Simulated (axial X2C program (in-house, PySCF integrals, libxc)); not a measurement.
# PdAl: relativistic diatomic calculation

PdAl, single determinant with M_S = 1/2 and |Λ| = 0. Computed at this level: HF, spin-free X2C-1e, Pd dyall-cv3z, Al dyall-v3z (cores contracted) (axial X2C program (in-house, PySCF integrals, libxc)).

Key numbers:

- outcome: converged
- bond length rₑ: 2.305 Å
- ωₑ: 294.5 cm⁻¹
- energy at the minimum: −5285.16426 hartree
- depth below the fragments: 1.10 eV
- largest ⟨S²⟩ along the curve: 0.82
- hardware: 1 thread of Arm Neoverse N1, 98 GiB of memory available, shared host
- wall time: 6.5 s
- peak memory: 0.83 GiB

Notes:

Hartree–Fock lacks correlation, so it usually binds too weakly.

The input:
```
{"zs": [46, 13], "q": 0, "bas": ["dyall-cv3z", "dyall-v3z"], "levels": ["PBE0", "HF", "LDA"], "cc": true, "r0": 2.46, "thr": -2.0, "nmax": 90, "npts": 10, "nst": 2, "ntry": 6}
```

The line is the task of a batch: nuclear charges, charge, bases, the levels to run, a first guess of the distance and further settings. This report covers HF without spin-orbit coupling. The log is that of the reference distance 2.23 Å.

The run was one of a batch that the task file lists, launched with:
```bash
python <driver script> task.json out
```

Output:
```
spin-free X2C-1e  HF
basis functions 199  fitting functions 980  grid points 5080
iter        total energy     max residual
   1      -5285.130322402     3.92e-01
   2      -5285.158760299     8.38e-03
   3      -5285.160341079     9.83e-03
   4      -5285.162208932     2.99e-03
   5      -5285.162826197     1.95e-03
   6      -5285.163221700     1.23e-03
   7      -5285.163387439     6.17e-04
   8      -5285.163428910     4.11e-04
   9      -5285.163441742     2.57e-04
  10      -5285.163445712     6.62e-05
  11      -5285.163446348     2.15e-05
  12      -5285.163446441     1.16e-05
  13      -5285.163446456     5.59e-06
  14      -5285.163446461     3.07e-06
  15      -5285.163446462     1.72e-06
converged
one-electron -7581.90137743  Coulomb 2315.93256931  exact exchange -161.09955858  xc functional 0.00000000  nuclear repulsion 141.90492024
correlated 13  virtual 261  natural virtual 90  E(MP2) -0.480725405  MP2 remainder -0.031543122
iter   CCSD correlation   residual
   1     -0.392413363   2.36e-01
   2     -0.410276636   1.29e-01
   3     -0.415189504   4.37e-02
   4     -0.415613718   2.31e-02
   5     -0.416041514   1.11e-02
   6     -0.416323599   5.16e-03
   7     -0.416329798   2.29e-03
   8     -0.416330269   1.04e-03
   9     -0.416349788   5.90e-04
  10     -0.416341286   3.03e-04
  11     -0.416347057   1.17e-04
  12     -0.416344608   4.86e-05
  13     -0.416344941   2.16e-05
  14     -0.416344613   1.10e-05
  15     -0.416344555   6.22e-06
  16     -0.416344445   2.97e-06
  17     -0.416344411   1.62e-06
  18     -0.416344375   8.75e-07
  19     -0.416344370   5.31e-07
(T) -0.02571430692162011  T1 0.0499  D1 0.1344  max T2 0.062
```

The points of the curve:

| R (Å) | E (hartree) | dipole (D; origin at the first atom, positive when the second is positive) | highest filled (eV) | lowest empty (eV) |
| --- | --- | --- | --- | --- |
| 1.940 | −5285.133178 | −0.85 | −5.74 | 0.49 |
| 2.029 | −5285.149073 | −0.95 | −5.84 | 0.50 |
| 2.096 | −5285.156480 | −0.95 | −5.91 | 0.51 |
| 2.163 | −5285.161039 | −0.90 | −5.97 | 0.51 |
| 2.230 | −5285.163446 | −0.81 | −6.03 | 0.51 |
| 2.308 | −5285.164256 | −0.67 | −6.08 | 0.51 |
| 2.386 | −5285.163535 | −0.50 | −6.12 | 0.50 |
| 2.486 | −5285.161140 | −0.26 | −6.16 | 0.48 |
| 2.609 | −5285.156963 | 0.03 | −6.19 | 0.45 |
| 2.788 | −5285.150066 | 0.43 | −6.20 | 0.41 |

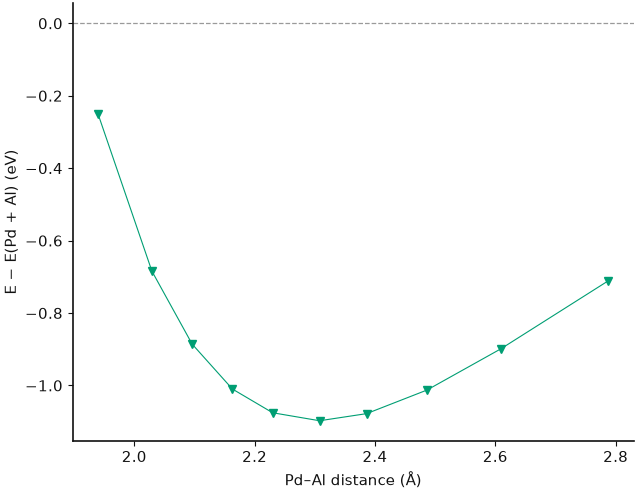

Energy at 10 bond lengths, for one set of occupations held fixed; the line joins the points. A polynomial of degree 6 through 9 points gives rₑ = 2.305 Å, ωₑ = 294.5 cm⁻¹, ωₑxₑ = 2.0 cm⁻¹ and Bₑ = 0.1475 cm⁻¹. The minimum lies 1.10 eV below Pd + Al, each computed as one determinant at the same level.

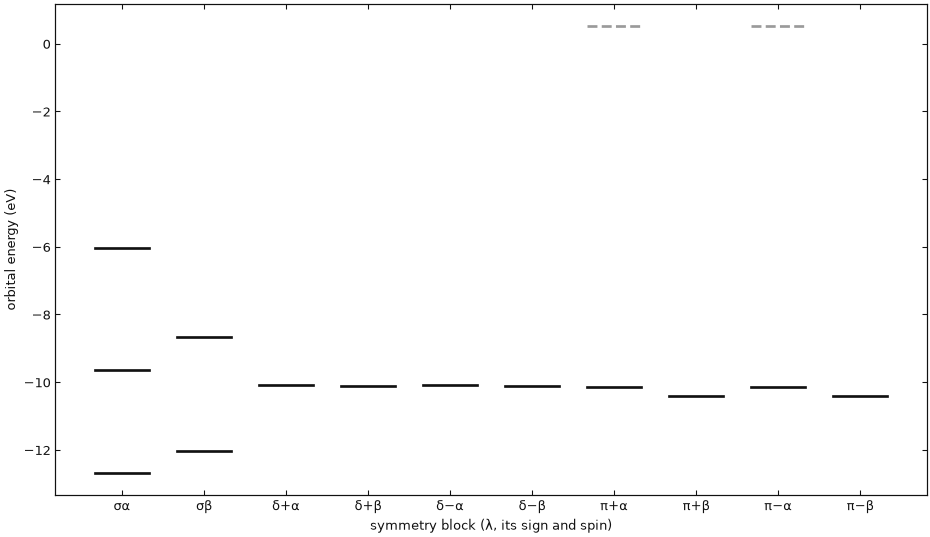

Orbital energies near the frontier at 2.23 Å, filled (solid) and empty (dashed); a label such as π−α means λ = −1 and α spin. The highest filled orbital (σα; 67 % Al p, 25 % Pd s) lies at −6.03 eV, the lowest empty one (π−α; 48 % Pd p, 47 % Al p) at 0.51 eV.
